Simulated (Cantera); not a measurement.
Charge: 1 mol Si₃N₄, 0.058 mol CO₂, 7.5 mol H₂, at 11.0 mbar.

Method: chemical equilibrium by Gibbs-energy minimisation in Cantera with the NASA 1993 tables (ideal gas, pure condensed phases). Candidate condensed phases: C, C₆H₆, C₇H₈, C₈H₁₈, H₂O, Si, SiC, SiO₂, Si₂N₂O, Si₃N₄; 151 gas species. Mutual solubility and eutectic melting of coexisting phases are not modelled. Kinetics and transport are ignored.

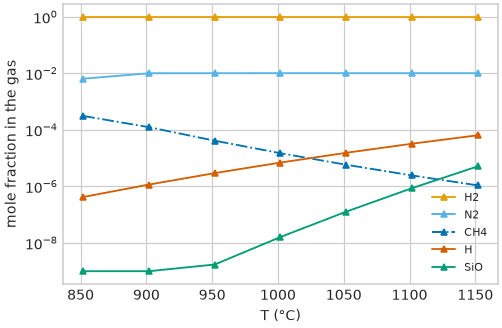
Figure: Equilibrium gas composition (values under 1e-9 drawn at 1e-9)

**Question.** Read off the mole fractions at 1052 °C.

**Answer.** H₂ about 0.99, N₂ about 0.010, H about 1.6e-5, CH₄ about 5.9e-6, SiO about 1.3e-7.
